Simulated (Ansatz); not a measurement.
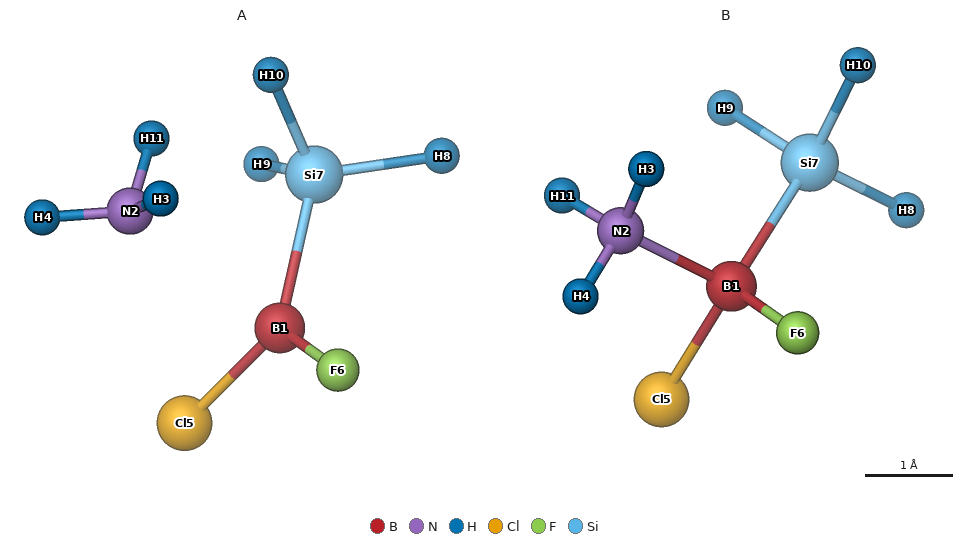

Two geometries of BSiNH₆ClF, drawn at one scale. One is the start of a relaxation, the other its converged end. A ball-and-stick model, seen from a free direction.

Theory: RKS CAM-B3LYP-D4/def2-SVP in Ansatz. (no spin polarisation; force threshold 0.03 eV/Å; at most 50 steps)

Which one is relaxed?

Answer. Structure B is the relaxed one. The run prepares an end point of a later path (reaction) calculation, from a guessed geometry. The energy falls by 22.4 kcal/mol in 17 geometry steps. Largest force component: 1 eV/Å at the start, 0.0098 eV/Å at the end. The largest move after the best rigid fit is that of H10, 1.20 Å. By element the largest moves are H 1.20 Å, B 0.77 Å, F 0.69 Å, N 0.43 Å, Cl 0.38 Å, Si 0.22 Å. Some distances before and after: B1–N2 2.739 → 1.644 Å, B1–Cl5 1.767 → 1.863 Å, B1–Si7 1.977 → 2.043 Å, B1–F6 1.322 → 1.377 Å. New bonds form, among them: B1–N2 (2.74 → 1.64 Å). Among the angles between lasting bonds that change: Cl5–B1–Si7 120.0° → 111.7°, F6–B1–Si7 122.2° → 115.9°, Cl5–B1–F6 117.0° → 112.3°. Cost: 33 s on 4 threads of Intel(R) Xeon(R) Platinum 8488C (Sapphire Rapids) (shared host), peak memory 0.31 GiB.
